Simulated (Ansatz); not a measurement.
Consider ZrSe₂ in the CdI2 type structure (space group P-3m1, No. 164; a = 3.735 Å, c = 6.032 Å; layered, stacked along the Cartesian z axis).

One thing is altered: a fraction x = 0.25 of the Se sites is given to O, ordered in a cell of 6 atoms (starting symmetry Cm) and fully relaxed.

Method: PBE-D3(BJ), PAW, 420 eV (Ansatz, a quantum-chemistry and plane-wave program; no spin-orbit coupling).

The zone is the changed cell's own and can be folded.

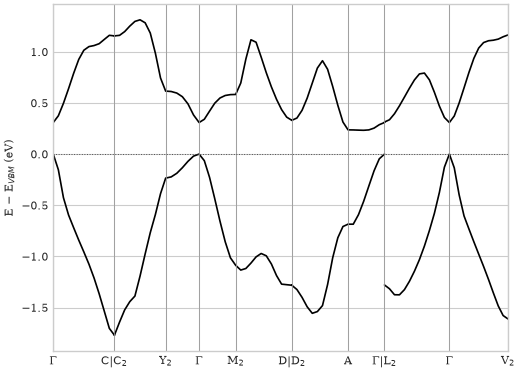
*Highest valence and lowest conduction band along the path of the changed cell's own zone*

Task: Read the changed gap and its character from the plot.

Result: About 0.23 eV, indirect, Γ → A.

These are small ordered cells, not random alloys; other orderings at the same x differ. No phonon test of stability was made. The final runs are not spin-polarised. The zero or small gap of Zr2Se3O and ZrSe2 can change with the level of theory. k-point labels follow each cell's own Brillouin zone.
